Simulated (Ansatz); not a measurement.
# EuAgSeN: one geometry, two states

An SCF can end in more than one state. Here EuAgSeN, a structure type of another compound, with these elements put in, is run from each state found earlier: which lies lowest, and what else changes?

Program: Ansatz 0.2.0. Level of theory: DFT, r2SCAN, plane waves, PAW. These are calculated values, not measurements.

### Step 1. The structure

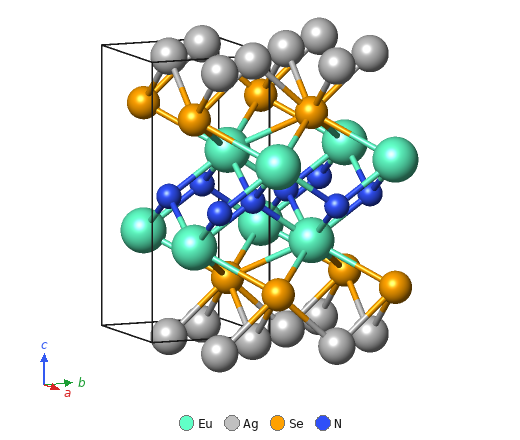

The cell, seen slightly off an axis (europium green, silver light grey, selenium orange, nitrogen blue). 2×2×1 cells are drawn.

The structure is tetragonal, space group P4/nmm (No. 129). The conventional cell has a = 4.085 Å, b = 4.085 Å, c = 9.065 Å, α = 90.00°, β = 90.00°, γ = 90.00°. Eu (site symmetry 4mm) has 4 N at 2.47 Å as nearest neighbours. Ag (site symmetry -4m2) has 4 Se at 2.71 Å and 4 Ag at 2.89 Å as nearest neighbours. Se (site symmetry 4mm) has 4 Ag at 2.71 Å as nearest neighbours. Around N (site symmetry -4m2) lie 4 Eu at 2.47 Å.

Coordinates:

```
CELL_PARAMETERS angstrom
4.08507 0.00000 0.00000
0.00000 4.08507 0.00000
0.00000 0.00000 9.06474
ATOMIC_POSITIONS crystal
Eu 0.25000 0.25000 0.34758
Eu 0.75000 0.75000 0.65242
Ag 0.75000 0.25000 0.00000
Ag 0.25000 0.75000 0.00000
Se 0.75000 0.75000 0.19680
Se 0.25000 0.25000 0.80320
N 0.75000 0.25000 0.50000
N 0.25000 0.75000 0.50000
```

The states: A, Eu1 up, Eu2 up, N7 down, N8 down (collinear spin); B, Eu1 up, Eu2 down, N7 up, N8 up (collinear spin). Each run reads its own saved solution as saved_state.

### Step 2. State A: the run

File input.yaml:

```yaml
crystal:
  lattice:
    - [4.08506821, 0.0, 0.0]
    - [0.0, 4.08506821, 0.0]
    - [0.0, 0.0, 9.06474266]
  atoms:
    - { symbol: Eu, position: [0.25, 0.25, 0.34758] }
    - { symbol: Eu, position: [0.75, 0.75, 0.65242] }
    - { symbol: Ag, position: [0.75, 0.25, 0.0] }
    - { symbol: Ag, position: [0.25, 0.75, 0.0] }
    - { symbol: Se, position: [0.75, 0.75, 0.1968] }
    - { symbol: Se, position: [0.25, 0.25, 0.8032] }
    - { symbol: "N", position: [0.75, 0.25, 0.5] }
    - { symbol: "N", position: [0.25, 0.75, 0.5] }
kpoints:
  mp_grid: { grid: [5, 5, 2], shift: [0.5, 0.5, 0.5] }
  band_path:
    path:
      - [0.0, 0.0, 0.0]
      - [0.0, 0.5, 0.0]
      - [0.5, 0.5, 0.0]
      - [0.0, 0.0, 0.0]
      - [0.0, 0.0, 0.5]
      - [0.0, 0.5, 0.5]
      - [0.5, 0.5, 0.5]
      - [0.0, 0.0, 0.5]
    npoints: 7
magnetization:
  spin_polarized: true
scf:
  occupations: { method: fermi_dirac }
  lower_state_search: "off"
  max_iter: 200
hamiltonian:
  pseudopotentials: { kind: paw }
  xc: r2scan
basis:
  ecutwfc: 500
  fft_grid_basis: typed
output:
  forces: true
  stress: true
  eigenvalues: true
  bader: true
  populations: true
  elf: true
  write_potential: true
  volumetric_format: npy
  dos:
    e_range: [-12, 8]
    de: 0.05
    projected: { site_lists: { Ag: [Ag], Eu: [Eu], "N": ["N"], Se: [Se] } }
checkpoint:
  read: saved_state
```

### Step 4. Run from state B

input.yaml, as its differences from that of step 2:

```diff
@@ -6,4 +6,4 @@
   atoms:
-    - { symbol: Eu, position: [0.25, 0.25, 0.34758] }
-    - { symbol: Eu, position: [0.75, 0.75, 0.65242] }
+    - { symbol: Eu, position: [0.25, 0.25, 0.34758], spin: 7.0 }
+    - { symbol: Eu, position: [0.75, 0.75, 0.65242], spin: -7.0 }
     - { symbol: Ag, position: [0.75, 0.25, 0.0] }
@@ -16,13 +16,2 @@
   mp_grid: { grid: [5, 5, 2], shift: [0.5, 0.5, 0.5] }
-  band_path:
-    path:
-      - [0.0, 0.0, 0.0]
-      - [0.0, 0.5, 0.0]
-      - [0.5, 0.5, 0.0]
-      - [0.0, 0.0, 0.0]
-      - [0.0, 0.0, 0.5]
-      - [0.0, 0.5, 0.5]
-      - [0.5, 0.5, 0.5]
-      - [0.0, 0.0, 0.5]
-    npoints: 7
 magnetization:
```

(Steps that only read results are left out.)

What does the calculation give? Wanted: for each run, free energy; largest site moment; size of the net moment; gap; pressure; largest force.

The runs gave:

```csv
state,free energy (meV/atom),largest site moment (μB),size of the net moment (μB/cell),gap (eV),pressure (GPa),largest force (eV/Å),SCF cycles
A,0.0,6.29,10.01,half-metal,-1.1,1.83,14
B,49.0,6.29,2.44,metal,-0.8,1.81,25
```

What this shows: State A lies lowest, 49.0 meV per atom under state B. They differ in kind: A is a half-metal, B is a metal. The atoms are far from rest (forces to 1.8 eV/Å), so order and character hold for this geometry alone. Every run converged, so convergence alone does not show that a state is the lowest.

Caveats: an open f shell without a U or exact exchange, whose levels then sit too near the Fermi level; the k mesh is coarse for a cell without a gap.
